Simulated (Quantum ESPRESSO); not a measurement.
# V (Im-3m): phonons by linear response, part 2 of 3

How does V (Im-3m) vibrate, and is this structure a minimum?

Quantum ESPRESSO 7.5; DFT PBE, scalar-relativistic, plane waves, PseudoDojo norm-conserving pseudopotentials.

So far. Step 2 (A probe with smearing): No gap opens on this mesh, so smearing is kept; the start stands at -6.1 GPa. Step 4 (Ground state): The cell stands at -0.01 GPa, close enough for phonons. The relaxed cell has a = 2.998 Å (conventional setting).

## (7) Phonons on a q mesh

Linear response treats each wavevector in the unit cell, with no supercell; the 4×4×4 mesh fixes the range of the force constants to be had. The change of the potential is kept for the electron-phonon matrix elements.

Input file ph.in:

```
phonons
&INPUTPH
  prefix          = 'x'
  outdir          = './tmp'
  fildyn          = 'x.dyn'
  tr2_ph          = 1.0d-18
  alpha_mix(1)    = 0.4
  nmix_ph         = 8
  ldisp           = .true.
  nq1             = 4
  nq2             = 4
  nq3             = 4
  electron_phonon = 'interpolated'
  fildvscf        = 'dvscf'
  el_ph_sigma     = 0.005
  el_ph_nsigma    = 10
/
```

Launch:

```
$ OMP_NUM_THREADS=1 mpirun -n 4 ph.x -nk 4 -in ph.in > ph.out
```

Numbers of over 12 decimals in the logs are rounded to 6 here.

What it wrote:

```text
[banners, grids, parts of the stress and lines that vanish by symmetry left out]
[banner, memory and clock lines left out]
Program PHONON v.7.5

     ./tmp/x.save/

     IMPORTANT: XC functional enforced from input :
     Exchange-correlation= PBE
                           (   1   4   3   4   0   0   0)
     Any further DFT definition will be discarded
     Please, verify this is what you really want

     G-vector sticks info

     Reading collected, re-writing distributed wavefunctions in ./tmp/

     Dynamical matrices for ( 4, 4, 4)  uniform grid of q-points
     (   8 q-points):
       N         xq(1)         xq(2)         xq(3)
       1   0.000000000   0.000000000   0.000000000
       2   0.216506351   0.216506351   0.000000000
[...]
Number and degeneracy of irreps per q-point
       N         xq(1)         xq(2)         xq(3)   N irreps
       1   0.000000000   0.000000000   0.000000000       1
        3
       2   0.216506351   0.216506351   0.000000000       3
     No degeneracy
[...]
No degeneracy
[...]
No degeneracy
[...]
3
[...]
1   2
       7  -0.866025404  -0.216506351  -0.216506351       3
     No degeneracy
       8  -0.866025404  -0.866025404  -0.866025404       1
        3

     Saving dvscf to file. Distribute only q points, not irreducible representations.

     Calculation of q =    0.0000000   0.0000000   0.0000000

     phonons

     bravais-lattice index     =            0
     lattice parameter (alat)  =       4.9058  a.u.
     unit-cell volume          =      90.8876 (a.u.)^3
     number of atoms/cell      =            1
     number of atomic types    =            1
     kinetic-energy cut-off    =      84.0000  Ry
     charge density cut-off    =     336.0000  Ry
     convergence threshold     =      1.0E-18
     beta                      =       0.4000
     number of iterations used =            8
     Exchange-correlation= PBE
                           (   1   4   3   4   0   0   0)

     celldm(1)=    4.90579  celldm(2)=    0.00000  celldm(3)=    0.00000
     celldm(4)=    0.00000  celldm(5)=    0.00000  celldm(6)=    0.00000

     crystal axes: (cart. coord. in units of alat)
               a(1) = ( -0.5774  0.5774  0.5774 )
               a(2) = (  0.5774 -0.5774  0.5774 )
               a(3) = (  0.5774  0.5774 -0.5774 )

     reciprocal axes: (cart. coord. in units 2 pi/alat)
               b(1) = ( -0.0000  0.8660  0.8660 )
               b(2) = (  0.8660 -0.0000  0.8660 )
               b(3) = (  0.8660  0.8660  0.0000 )

     Atoms inside the unit cell:

     Cartesian axes

     site n.  atom      mass           positions (alat units)
        1  V      50.9415   tau(    1) = (    0.00000    0.00000    0.00000  )

     Computing dynamical matrix for
                    q = (   0.0000000   0.0000000   0.0000000 )

     49 Sym.Ops. (with q -> -q+G )

     G cutoff =  204.8317  (   9453 G-vectors)     FFT grid: ( 30, 30, 30)

     number of k points=   145  Marzari-Vanderbilt smearing, width (Ry)=  0.0200

     PseudoPot. # 1 for V  read from file:
     ./pseudo/V.upf
     Pseudo is Norm-conserving + core correction, Zval = 13.0

     Mode symmetry, O_h (m-3m)  point group:

     Atomic displacements:
     There are    1 irreducible representations

     Representation     1      3 modes -  To be done

     Alpha used in Ewald sum =   2.8000

     Representation #   1 modes #   1   2   3

     Self-consistent Calculation
      iter #   1   av.it.:   9.8
      thresh= 1.000E-02 alpha_mix =  0.400 |ddv_scf|^2 =  1.051E-05
      iter #   2   av.it.:  13.2
      thresh= 3.242E-04 alpha_mix =  0.400 |ddv_scf|^2 =  9.722E-07
[...]
End of self-consistent calculation

     Convergence has been achieved

     Number of q in the star =    1
     List of q in the star:
[...]
Diagonalizing the dynamical matrix

     q = (    0.000000000   0.000000000   0.000000000 )

 **************************************************************************
     freq (    1) =       0.128534 [THz] =       4.287428 [cm-1]
     freq (    2) =       0.128534 [THz] =       4.287428 [cm-1]
     freq (    3) =       0.128534 [THz] =       4.287428 [cm-1]
 **************************************************************************

     Mode symmetry, O_h (m-3m)  point group:

     freq (   1-   3) =          4.3  [cm-1]   --> T_1u G_15  G_4- I
     Electron-phonon interaction  ...

     [... narrower broadenings left out ...]
     Gaussian Broadening:   0.020 Ry, ngauss=   0
     DOS = 11.821490 states/spin/Ry/Unit Cell at Ef= 16.688589 eV
     lambda(    1)=  0.0000   gamma=    0.01 GHz
     lambda(    2)=  0.0000   gamma=    0.01 GHz
     lambda(    3)=  0.0000   gamma=    0.01 GHz
     [... wider broadenings left out ...]

     Number of q in the star =    1
     List of q in the star:
[...]
Calculation of q =    0.2165064   0.2165064   0.0000000
     [... set-up and bands at k+q left out ...]

     Mode symmetry, C_2v (mm2)  point group:

     Atomic displacements:
     There are    3 irreducible representations

     Representation     1      1 modes -  To be done

[...]
Message from routine init_vloc:
     Interpolation table for Vloc re-allocated

     Alpha used in Ewald sum =   2.8000

     Representation #   1 mode #   1

     Self-consistent Calculation

[...]
[... iterations left out ...]
[...]
End of self-consistent calculation

     Convergence has been achieved

     Representation #   2 mode #   2

[...]
[... iterations left out ...]
[...]
Convergence has been achieved

[...]
Convergence has been achieved

[...]
Diagonalizing the dynamical matrix

     q = (    0.216506351   0.216506351   0.000000000 )

[...]
freq (    1) =       3.027104 [THz] =     100.973337 [cm-1]
     freq (    2) =       3.410952 [THz] =     113.777113 [cm-1]
     freq (    3) =       5.148073 [THz] =     171.721239 [cm-1]
[...]
Mode symmetry, C_2v (mm2)  point group:

     freq (   1-   1) =        101.0  [cm-1]   --> B_2  D_4  S_4
     freq (   2-   2) =        113.8  [cm-1]   --> B_1  D_3  S_3
     freq (   3-   3) =        171.7  [cm-1]   --> A_1  D_1  S_1
     Electron-phonon interaction  ...

     [... narrower broadenings left out ...]
     Gaussian Broadening:   0.020 Ry, ngauss=   0
     DOS = 11.821490 states/spin/Ry/Unit Cell at Ef= 16.688589 eV
     lambda(    1)=  0.4384   gamma=   45.35 GHz
     lambda(    2)=  0.3772   gamma=   49.54 GHz
     lambda(    3)=  0.4335   gamma=  129.71 GHz
     [... wider broadenings left out ...]

[...]
[... set-up and bands at k+q left out ...]

     Mode symmetry, D_2h (mmm)  point group:

[...]
Convergence has been achieved

[...]
Convergence has been achieved

[...]
Convergence has been achieved

[...]
q = (   -0.433012702  -0.433012702   0.000000000 )

[...]
freq (    1) =       4.980954 [THz] =     166.146753 [cm-1]
     freq (    2) =       5.604727 [THz] =     186.953565 [cm-1]
     freq (    3) =       6.835561 [THz] =     228.009786 [cm-1]
[...]
Mode symmetry, D_2h (mmm)  point group:

     freq (   1-   1) =        166.1  [cm-1]   --> B_2u
     freq (   2-   2) =        187.0  [cm-1]   --> B_3u
     freq (   3-   3) =        228.0  [cm-1]   --> B_1u
[...]
lambda(    1)=  0.3075   gamma=   86.13 GHz
     lambda(    2)=  1.1117   gamma=  394.23 GHz
     lambda(    3)=  0.1099   gamma=   57.97 GHz
[...]
Mode symmetry, C_s (m)     point group:

[...]
Convergence has been achieved

[...]
Convergence has been achieved

[...]
Convergence has been achieved

[...]
q = (    0.433012702   0.216506351   0.216506351 )

[...]
freq (    1) =       4.239828 [THz] =     141.425429 [cm-1]
     freq (    2) =       4.767465 [THz] =     159.025518 [cm-1]
     freq (    3) =       6.693943 [THz] =     223.285891 [cm-1]
[...]
Mode symmetry, C_s (m)     point group:

     freq (   1-   1) =        141.4  [cm-1]   --> A''
     freq (   2-   2) =        159.0  [cm-1]   --> A'
     freq (   3-   3) =        223.3  [cm-1]   --> A'
[...]
lambda(    1)=  0.6764   gamma=  137.26 GHz
     lambda(    2)=  0.3849   gamma=   98.75 GHz
     lambda(    3)=  0.2881   gamma=  145.72 GHz
[...]
Mode symmetry, T_d (-43m)  point group:

[...]
Representation #   1 modes #   1   2   3

[...]
Convergence has been achieved

[...]
q = (    0.433012702   0.433012702   0.433012702 )

[...]
freq (    1) =       5.683833 [THz] =     189.592263 [cm-1]
     freq (    2) =       5.683833 [THz] =     189.592263 [cm-1]
     freq (    3) =       5.683833 [THz] =     189.592263 [cm-1]
[...]
Mode symmetry, T_d (-43m)  point group:

     freq (   1-   3) =        189.6  [cm-1]   --> T_2  G_15 P_4
[...]
lambda(    1)=  0.5013   gamma=  182.81 GHz
     lambda(    2)=  0.5019   gamma=  183.05 GHz
     lambda(    3)=  0.5126   gamma=  186.94 GHz
[...]
Mode symmetry, C_4v (4mm)  point group:

[...]
Convergence has been achieved

     Representation #   2 modes #   2   3

[...]
Convergence has been achieved

[...]
q = (    0.000000000   0.000000000   0.433012702 )

[...]
freq (    1) =       4.447248 [THz] =     148.344238 [cm-1]
     freq (    2) =       4.447248 [THz] =     148.344238 [cm-1]
     freq (    3) =       7.216116 [THz] =     240.703729 [cm-1]
[...]
Mode symmetry, C_4v (4mm)  point group:

     freq (   1-   2) =        148.3  [cm-1]   --> E    G_5 D_5
     freq (   3-   3) =        240.7  [cm-1]   --> A_1  G_1 D_1
[...]
lambda(    1)=  0.5547   gamma=  123.85 GHz
     lambda(    2)=  0.5547   gamma=  123.84 GHz
     lambda(    3)=  0.2749   gamma=  161.60 GHz
[...]
Calculation of q =   -0.8660254  -0.2165064  -0.2165064
     [... set-up and bands at k+q left out ...]

     Mode symmetry, C_2v (mm2)  point group:

     Atomic displacements:
     There are    3 irreducible representations

[...]
Representation     3      1 modes -  To be done

     Alpha used in Ewald sum =   2.8000

[...]
Convergence has been achieved

     Representation #   2 mode #   2

[...]
Convergence has been achieved

     Representation #   3 mode #   3

     Self-consistent Calculation

[...]
[... iterations left out ...]
[...]
End of self-consistent calculation

     Convergence has been achieved

[...]
Diagonalizing the dynamical matrix

     q = (   -0.866025404  -0.216506351  -0.216506351 )

[...]
freq (    1) =       5.298239 [THz] =     176.730245 [cm-1]
     freq (    2) =       6.290699 [THz] =     209.835127 [cm-1]
     freq (    3) =       7.279275 [THz] =     242.810483 [cm-1]
[...]
Mode symmetry, C_2v (mm2)  point group:

     freq (   1-   1) =        176.7  [cm-1]   --> A_1  D_1  S_1
     freq (   2-   2) =        209.8  [cm-1]   --> B_2  D_4  S_4
     freq (   3-   3) =        242.8  [cm-1]   --> B_1  D_3  S_3
     Electron-phonon interaction  ...

     [... narrower broadenings left out ...]
     Gaussian Broadening:   0.020 Ry, ngauss=   0
     DOS = 11.821490 states/spin/Ry/Unit Cell at Ef= 16.688589 eV
     lambda(    1)=  0.5708   gamma=  180.89 GHz
     lambda(    2)=  0.4863   gamma=  217.27 GHz
     lambda(    3)=  0.1180   gamma=   70.57 GHz
     [... wider broadenings left out ...]

[...]
Calculation of q =   -0.8660254  -0.8660254  -0.8660254
     [... set-up and bands at k+q left out ...]

     Mode symmetry, O_h (m-3m)  point group:

     Atomic displacements:
     There are    1 irreducible representations

     Representation     1      3 modes -  To be done

     Message from routine init_vloc:
     Interpolation table for Vloc re-allocated

     Alpha used in Ewald sum =   2.8000

     Representation #   1 modes #   1   2   3

     Self-consistent Calculation

      iter #   1   av.it.:  10.4
      thresh= 1.000E-02 alpha_mix =  0.400 |ddv_scf|^2 =  3.740E-05

      [... iterations left out ...]
      iter #   9   av.it.:  14.2
      thresh= 1.237E-09 alpha_mix =  0.400 |ddv_scf|^2 =  9.535E-19

     End of self-consistent calculation

     Convergence has been achieved

     Number of q in the star =    1
     List of q in the star:
          1  -0.866025404  -0.866025404  -0.866025404

     Diagonalizing the dynamical matrix

     q = (   -0.866025404  -0.866025404  -0.866025404 )

 **************************************************************************
     freq (    1) =       7.708480 [THz] =     257.127229 [cm-1]
     freq (    2) =       7.708480 [THz] =     257.127229 [cm-1]
     freq (    3) =       7.708480 [THz] =     257.127229 [cm-1]
 **************************************************************************

     Mode symmetry, O_h (m-3m)  point group:

     freq (   1-   3) =        257.1  [cm-1]   --> T_1u G_15  G_4-
     Electron-phonon interaction  ...

     [... narrower broadenings left out ...]
     Gaussian Broadening:   0.020 Ry, ngauss=   0
     DOS = 11.821490 states/spin/Ry/Unit Cell at Ef= 16.688589 eV
     lambda(    1)=  0.1759   gamma=  118.01 GHz
     lambda(    2)=  0.1706   gamma=  114.44 GHz
     lambda(    3)=  0.1707   gamma=  114.51 GHz
     [... wider broadenings left out ...]

     Number of q in the star =    1
     List of q in the star:
          1  -0.866025404  -0.866025404  -0.866025404


[key lines of the parts left out:]
the Fermi energy is    16.6795 ev
```

Elapsed: 54 min, on 4 MPI ranks of Arm Neoverse V2, shared host; 3.6 h of CPU time.

Numbers from this step:

```yaml
largest_acoustic_frequency_at_the_zone_centre_before_the_sum_rule: 4.29 cm⁻¹
lowest_mode_on_the_q_mesh_acoustic_ones_at_the_zone_centre_apart: 101.0 cm⁻¹
```

Frequencies (cm⁻¹) at each irreducible wavevector; negative means imaginary. Frequencies by wavevector:

```
  q (fractions)  star  mode 1  mode 2  mode 3
          0 0 0     1    4.29    4.29    4.29
       0 0 0.25    12     101   113.8   171.7
       0 0 -0.5     6   166.2   186.9     228
    0 0.25 0.25    24   141.4     159   223.3
 0.25 0.25 0.25     2   189.6   189.6   189.6
0.25 0.25 -0.25     6   148.3   148.3   240.7
 0.25 -0.5 -0.5    12   176.7   209.8   242.8
 -0.5 -0.5 -0.5     1   257.1   257.1   257.1
```

Couplings of single modes at a Gaussian broadening of 0.02 Ry, as ph.x prints them; it sets λ to zero for modes under 20 cm⁻¹. Mode couplings:

```
  q (fractions)  mode  frequency (cm⁻¹)       λ  linewidth γ (GHz)
       0 0 0.25     1               101  0.4384              45.35
       0 0 0.25     2             113.8  0.3772              49.54
       0 0 0.25     3             171.7  0.4335              129.7
       0 0 -0.5     1             166.2  0.3075              86.13
       0 0 -0.5     2             186.9   1.112              394.2
       0 0 -0.5     3               228  0.1099              57.97
    0 0.25 0.25     1             141.4  0.6764              137.3
    0 0.25 0.25     2               159  0.3849              98.75
    0 0.25 0.25     3             223.3  0.2881              145.7
 0.25 0.25 0.25     1             189.6  0.5013              182.8
 0.25 0.25 0.25     2             189.6  0.5019              183.1
 0.25 0.25 0.25     3             189.6  0.5126              186.9
0.25 0.25 -0.25     1             148.3  0.5547              123.8
0.25 0.25 -0.25     2             148.3  0.5547              123.8
0.25 0.25 -0.25     3             240.7  0.2749              161.6
 0.25 -0.5 -0.5     1             176.7  0.5708              180.9
 0.25 -0.5 -0.5     2             209.8  0.4863              217.3
 0.25 -0.5 -0.5     3             242.8   0.118              70.57
 -0.5 -0.5 -0.5     1             257.1  0.1759                118
 -0.5 -0.5 -0.5     2             257.1  0.1706              114.4
 -0.5 -0.5 -0.5     3             257.1  0.1707              114.5
```

The acoustic modes at Γ come out as far as 4.3 cm⁻¹ from zero, where they should vanish, a small numerical error.

## (8) Fourier transform to real space

The dynamical matrices of the mesh are Fourier-transformed to force constants in real space.

Input file q2r.in:

```
&INPUT
  fildyn = 'x.dyn'
  zasr   = 'crystal'
  flfrc  = 'x.fc'
  la2F   = .true.
/
```

Launch:

```
$ q2r.x < q2r.in > q2r.out
```

What it wrote:

```text
[banners, grids, parts of the stress and lines that vanish by symmetry left out]
[banner, memory and clock lines left out]
Program Q2R v.7.5

  reading grid info from file x.dyn0

  reading force constants from file x.dyn1
  Dielectric Tensor not found
  nqs=            1
 q=   0.00000000  0.00000000  0.00000000
  reading force constants from file x.dyn2
  nqs=           12
 q=   0.21650635  0.21650635 -0.00000000
[...]
reading force constants from file x.dyn7
  nqs=           12
[...]
q=  -0.21650635  0.21650635  0.86602540
  reading force constants from file x.dyn8
  nqs=            1
 q=  -0.86602540 -0.86602540 -0.86602540

      q-space grid ok, #points =   64

      fft-check success (sum of imaginary terms < 10^-12)

   Preparing gamma for a2F

 Broadening =      0.005
      q-space grid ok, #points =   64

      fft-check success (sum of imaginary terms < 10^-12)

 Broadening =      0.010
[...]
Broadening =      0.045
      q-space grid ok, #points =   64

      fft-check success (sum of imaginary terms < 10^-12)

 Broadening =      0.050
      q-space grid ok, #points =   64

      fft-check success (sum of imaginary terms < 10^-12)
```

Wall time 0.46 s (1 thread).

## (9) Interpolated phonon bands

From the force constants any wavevector is cheap; points of the mesh come back as solved, but for the sum rule and, in polar crystals, the LO-TO term at Γ; the rest is interpolation.

Input file matdyn.in:

```
&INPUT
  asr              = 'crystal'
  flfrc            = 'x.fc'
  flfrq            = 'x.freq'
  flvec            = 'x.modes'
  q_in_band_form   = .true.
  q_in_cryst_coord = .true.
/
8
  0.0000000   0.0000000   0.0000000  12  ! GAMMA
  0.5000000  -0.5000000   0.5000000  12  ! H
  0.0000000   0.0000000   0.5000000  12  ! N
  0.0000000   0.0000000   0.0000000  12  ! GAMMA
  0.2500000   0.2500000   0.2500000  12  ! P
  0.5000000  -0.5000000   0.5000000   1  ! H
  0.2500000   0.2500000   0.2500000  12  ! P
  0.0000000   0.0000000   0.5000000   1  ! N
```

Launch:

```
$ matdyn.x -in matdyn.in > matdyn.out
```

What it wrote:

```text
[banner, memory and clock lines left out]
Program MATDYN v.7.5

 mass for atomic type   1 not given; uses mass from file x.fc
 Norm of the difference between old and new effective charges:    0.000000

 Norm of the difference between old and new force-constants:   1.53438e-05

     Message from routine matdyn:
     Z* not found in file x.fc, TO-LO splitting at q=0 will be absent!
     Message from routine matdyn:
     Z* not found in file x.fc, TO-LO splitting at q=0 will be absent!

Note: The following floating-point exceptions are signalling: IEEE_UNDERFLOW_FLAG
```

Elapsed: 0.45 s, on 1 thread.

Numbers from this step:

| Property | Result |
| --- | --- |
| lowest frequency on the path | -28.36 cm⁻¹ |

Matdyn.x, sum rule crystal. The phonon branches at the labelled points (cm⁻¹):

```
    point  branch 1  branch 2  branch 3
        Γ         0         0         0
        H       257       257       257
        N       166       187       228
        Γ         0         0         0
        P       190       190       190
        H       257       257       257
jump to P       190       190       190
        N       166       187       228
```

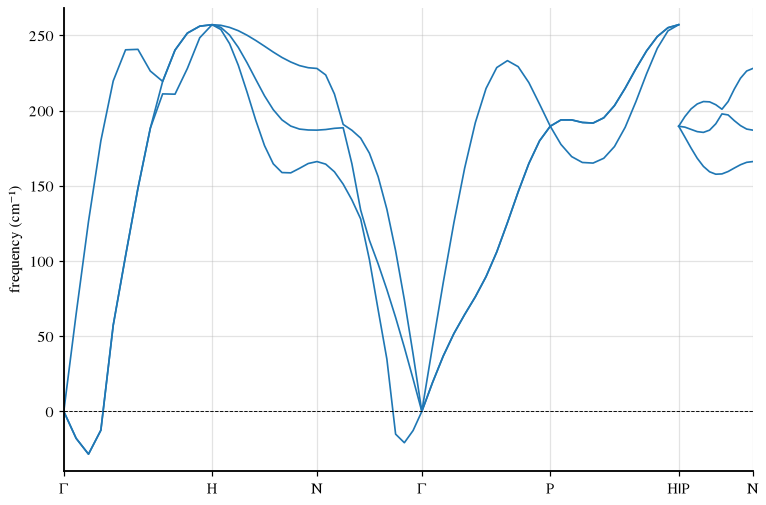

Phonon branches along the path.

Lowest modes at the softest wavevector of the mesh; phase exp(i q.(R + tau)). Modes at q = (0.000, 0.000, 0.250):

```
mode  frequency (cm⁻¹)
   1             101.0
   2             113.8
   3             171.7
```

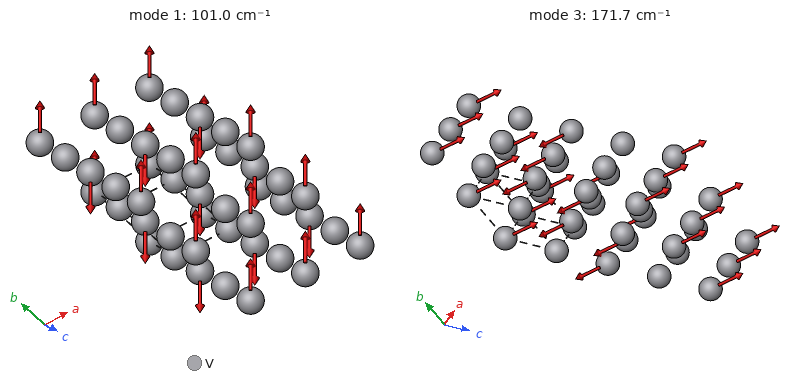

Displacement patterns of modes 1 and 3 at q = (0.000, 0.000, 0.250); arrows are exaggerated. 2×2×4 cells are drawn. The axes are those of the cell as run, not the conventional ones. Some periodic images of atoms are drawn too.

Force constants by pair (phonopy on the run's constants); pairs near half the supercell's span include their periodic images. Pair force constants, by row:

```
atom  neighbour  distance (Å)  third of the trace (eV/Å²)  along the pair's line (eV/Å²)
  V1     itself             0                       6.087                              –
  V1          V         2.596                     -0.6712                         -1.292
  V1          V         2.998                     -0.0549                        -0.2522
  V1          V         4.239                     -0.0185                        -0.4564
  V1          V         4.971                     -0.0343                        -0.2708
  V1          V         5.192                      0.0568                         0.4027
  V1          V         5.995                      0.1994                          0.678
  V1          V         6.703                      -0.028                          -0.02
```

Mode patterns, pair constants, displacements and means over the zone were worked out by phonopy from the force constants of q2r.x.

The path dips to 28i cm⁻¹ between the solved wavevectors, whose modes are all real, so the dip may come from the interpolation.

(Continued in part 3 of 3.)

[Host names and launcher messages were left out of these logs when they were recorded.]

[Logs are printed without paths, hosts, clocks, repeated set-up lines and the standing remarks that a program may print on its own settings, such as how far it seeks lower states.]

[Hosts, paths, dates, database ids (printed as entryN), source tags and the programs' standing remarks are cut or masked in the printed files.]
